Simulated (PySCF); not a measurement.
# 4-amino-1-fluorobenzene: NMR shifts at several levels of theory, part 2 of 2

PySCF 2.14.0. Atoms count from 0. The steps go on from the part before.

## Step 8: NMR shieldings: PBE0/pcSseg-0

Job settings and geometry (Å):

```
{"job": {"kind": "nmr", "xc": "PBE0", "basis": "pcSseg-0", "pop": true}, "charge": 0, "multiplicity": 1}
N      2.429902    -0.053280     0.109461
C      1.055074     0.087422     0.037914
C      0.445271     1.340603     0.217409
C     -0.939275     1.476452     0.195043
C     -1.734390     0.356328    -0.007534
F     -3.065565     0.484831    -0.033442
C     -1.161430    -0.895745    -0.186530
C      0.223508    -1.027183    -0.163476
H      2.971390     0.781334    -0.072566
H      2.815510    -0.873946    -0.338527
H      1.068874     2.223522     0.380825
H     -1.412050     2.450722     0.332877
H     -1.806869    -1.761810    -0.344746
H      0.671617    -2.014785    -0.301024
```

With the program's defaults for keys left out, this is: GIAO PBE0/pcSseg-0 NMR shielding, non-relativistic, gas phase.

Log:

```text
coarse grid: 12384 points
cycle   1  E = -385.5475563198  dE =  1.353e+00  |g| = 4.460e-01  |ddm| = 4.196e+00
cycle   2  E = -385.5350207218  dE =  1.254e-02  |g| = 5.567e-01  |ddm| = 1.059e+00
cycle   3  E = -385.5898814666  dE = -5.486e-02  |g| = 5.771e-02  |ddm| = 5.282e-01
cycle   4  E = -385.5905100410  dE = -6.286e-04  |g| = 3.459e-02  |ddm| = 1.206e-01
cycle   5  E = -385.5908313780  dE = -3.213e-04  |g| = 9.469e-03  |ddm| = 5.115e-02
cycle   6  E = -385.5908544275  dE = -2.305e-05  |g| = 1.280e-03  |ddm| = 1.363e-02
cycle   7  E = -385.5908547570  dE = -3.295e-07  |g| = 7.803e-04  |ddm| = 2.750e-03
final grid: 122080 points
cycle   8  E = -385.5363499528  dE = -2.401e-05  |g| = 4.631e-03  |ddm| = 2.352e-02
cycle   9  E = -385.5363505991  dE = -6.463e-07  |g| = 4.409e-03  |ddm| = 9.338e-03
cycle  10  E = -385.5363551484  dE = -4.549e-06  |g| = 8.131e-04  |ddm| = 4.975e-03
cycle  11  E = -385.5363553000  dE = -1.517e-07  |g| = 1.359e-04  |ddm| = 1.156e-03
cycle  12  E = -385.5363553039  dE = -3.884e-09  |g| = 8.322e-05  |ddm| = 2.626e-04
cycle  13  E = -385.5363553056  dE = -1.638e-09  |g| = 7.420e-06  |ddm| = 1.029e-04
cycle  14  E = -385.5363553056  dE = -9.550e-12  |g| = 3.914e-06  |ddm| = 1.191e-05
converged SCF energy = -385.5363553056

GIAO shielding tensors (ppm)
atom      isotropic    diamagn.    paramagn.     s11        s22        s33       span
  0 N      193.953     319.590    -125.637    160.629    166.438    254.793     94.163
  1 C       43.096     262.847    -219.750    -47.905     12.196    164.998    212.903
  2 C       70.993     257.628    -186.634    -12.802     56.674    169.108    181.910
  3 C       65.113     258.695    -193.582    -25.532     46.553    174.319    199.851
  4 C       23.144     258.822    -235.678    -57.643     34.600     92.476    150.119
  5 F      306.766     465.183    -158.417    216.564    286.499    417.236    200.672
  6 C       65.089     258.287    -193.198    -25.571     46.546    174.292    199.863
  7 C       70.967     257.534    -186.567    -12.867     56.701    169.069    181.936
  8 H       30.463      30.624      -0.161     23.293     28.929     39.168     15.875
  9 H       30.464      30.693      -0.229     23.293     28.934     39.165     15.872
 10 H       26.435      30.180      -3.745     22.642     27.696     28.967      6.325
 11 H       26.047      28.752      -2.705     23.119     27.024     27.997      4.878
 12 H       26.047      29.139      -3.092     23.117     27.025     27.999      4.882
 13 H       26.434      30.689      -4.255     22.644     27.691     28.967      6.323
```

Wall time 4.3 s (1 thread, shared host).

Key values: δ C4 170.4, C1 150.4, C3 128.4, C2 122.5, H11 6.78, H10 6.40 ppm (means over like atoms).

## Step 9: Comparing the runs: NMR shifts

Shifts (ppm) of some atoms, chosen among heavy atoms and hydrogens apart, means over like atoms, with basis size and wall time (the measured row can stand on another reference than the computed rows):

| run | C4 | C1 | C3 | C2 | H10 | H8 | F5 | functions | time |
| --- | --- | --- | --- | --- | --- | --- | --- | --- | --- |
| PBE0/def2-SVP | 153.4 | 138.7 | 114.7 | 110.7 | 6.23 | 2.51 | -109.6 | 142 | 8.6 s |
| PBE0/def2-TZVP | 162.5 | 148.6 | 120.8 | 117.2 | 6.57 | 2.90 | -132.1 | 284 | 26 s |
| PBE0/cc-pVDZ | 153.7 | 140.6 | 116.2 | 112.2 | 6.24 | 2.53 | -118.4 | 142 | 9.6 s |
| PBE0/cc-pVTZ | 161.2 | 147.2 | 120.1 | 116.4 | 6.53 | 3.01 | -128.0 | 324 | 32 s |
| PBE0/aug-cc-pVDZ | 153.2 | 140.9 | 115.3 | 111.6 | 6.60 | 3.17 | -128.5 | 238 | 20 s |
| PBE0/pcSseg-0 | 170.4 | 150.4 | 128.4 | 122.5 | 6.40 | 2.37 | -128.4 | 84 | 4.3 s |
| measured | 156.7 | – | – | – | – | – | -127.3 | – | – |

Measured: solution, CDCl3; Viesser, Ducati, Tormena, Autschbach, PCCP 2018 (ESI); G. Saielli, R. Bini, A. Bagno, Computational 19F NMR. 2. Organic compounds, RSC Adv. 2014, ESI (exp. from Berger-Braun-Kalinowski 1994 and Everett 1995).

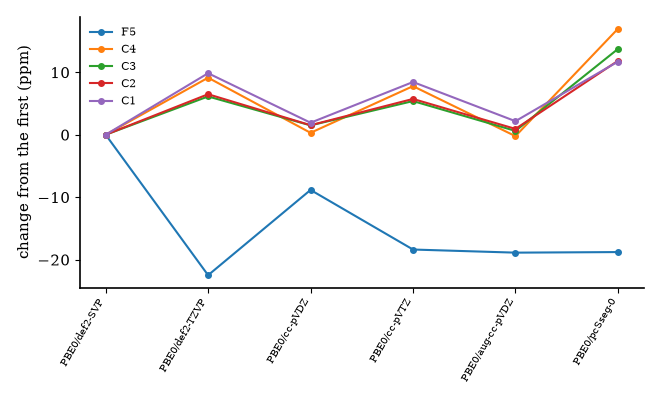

How five of the tabulated atoms move from run to run.

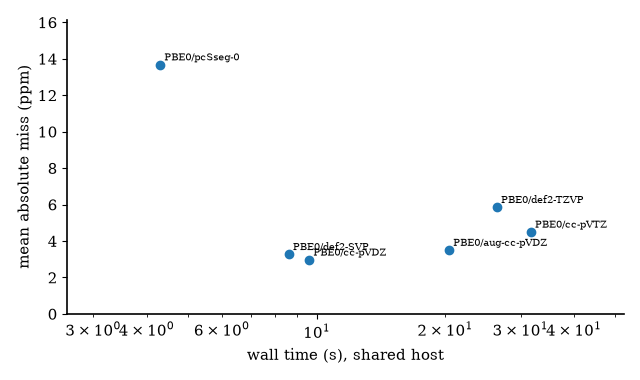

Cost against miss for the one measured ¹³C shift.

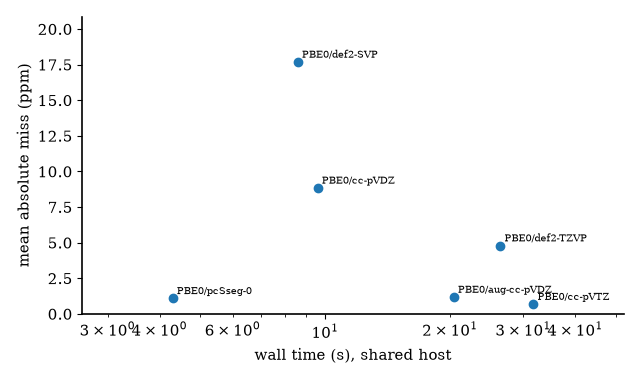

Cost against miss for the one measured ¹⁹F shift.

## Step 10: Outcome

The summary covers parts 1 to 2.

```
                                                               quantity                                       value
                                                            point group                                          Cs
                                   rotational constants (main isotopes)                        5.62, 1.45, 1.15 GHz
¹³C shifts against TMS (PBE0/def2-SVP, means over atoms taken as alike)              153.4, 138.7, 114.7, 110.7 ppm
 ¹H shifts against TMS (PBE0/def2-SVP, means over atoms taken as alike)                        6.65, 6.23, 2.51 ppm
                                 ¹⁵N shifts against NH3 (PBE0/def2-SVP)                                    65.8 ppm
                               ¹⁹F shifts against CFCl3 (PBE0/def2-SVP)                                  -109.6 ppm
                               measured, and computed on the same scale  C4 δ 156.7, 153.4; F5 δ -127.3, -109.6 ppm
                                               range of the shift of F5                        -132.1 to -109.6 ppm
```

**Reading.** Single values in the summary come from the first run of each kind that ended normally (PBE0/def2-SVP), which need not be the best level. At PBE0/def2-SVP: The widest tensor belongs to C1: span 195 ppm, with a paramagnetic part of -204 ppm. The one measured ¹³C shift is missed by -3.3 ppm (computed less measured, unscaled). Vibration, temperature and solvent are missing from the calculation, and it holds one conformer, so part of the miss against the measured shifts is not the functional's. NICS(1)zz of -25 ppm above the planar ring from C1 marks a diatropic (aromatic) ring current. In ppm, F5 moves most: its shift spreads over 22.5 ppm, from -132.1 (PBE0/def2-TZVP) to -109.6 (PBE0/def2-SVP). For the one measured ¹³C shift, PBE0/cc-pVDZ misses least (3.0 ppm, 9.6 s) and PBE0/pcSseg-0 most (13.7 ppm, 4.3 s). For the one measured ¹⁹F shift, PBE0/cc-pVTZ misses least (0.69 ppm, 32 s) and PBE0/def2-SVP most (17.70 ppm, 8.6 s); the quickest, PBE0/pcSseg-0, misses by 1.10 ppm in 4.3 s. One molecule ranks no method: errors cancel, and vibration and temperature are missing from all runs.
